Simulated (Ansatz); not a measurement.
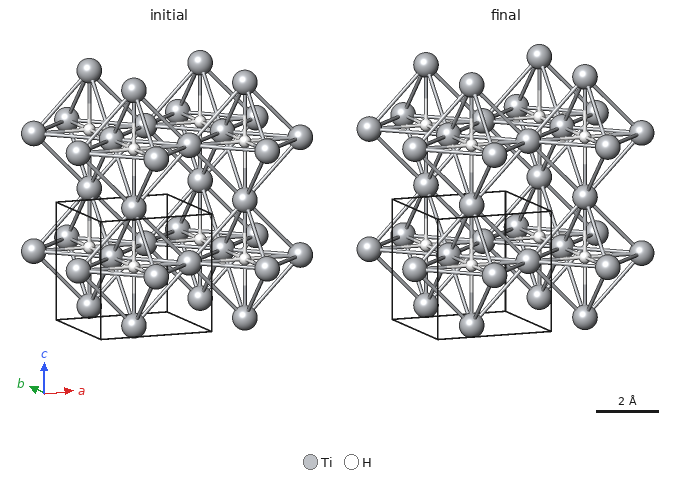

The structure of crystalline Ti$_{3}$H (a generated structure, set up in Pm-3m) (coarse preliminary run) before (left) and after (right) a relaxation, at one scale.

Style: ball-and-stick. Shown: the cell of the calculation, repeated 2 × 2 × 2 with one cell outlined, slightly off an axis.

Theory: DFT PBE, scalar-relativistic, plane waves, PAW in Ansatz. (plane-wave cutoff 420 eV; k-point mesh 4 × 4 × 4; occupations gaussian; smearing width 0.1 eV; no spin polarisation; cell and atoms relaxed; force threshold 0.04 eV/Å; at most 70 steps)

**Summarise the run.**

Over 2 accepted moves (3 points after the start) the energy falls by 70.2 meV per cell of the calculation. All forces vanish by symmetry, so only the cell relaxes. The pressure goes from 6.13 to −0.09 GPa. At 1 point the geometry stayed and the basis and grid were re-selected for the new cell (energy shift of 1.4 meV per cell of the calculation at most each time). The atoms keep their places relative to the cell (all moves are under 0.005 Å). The volume changes by +6.7 %, with a = b = c 3.891 → 3.975 Å (+2.2 %). Some distances before and after: Ti–Ti 2.751 → 2.811 Å, H–Ti 1.945 → 1.988 Å. The space group stays Pm-3m (No. 221).

Limits of the set-up: the k-point mesh is coarse for a cell with partly filled bands.
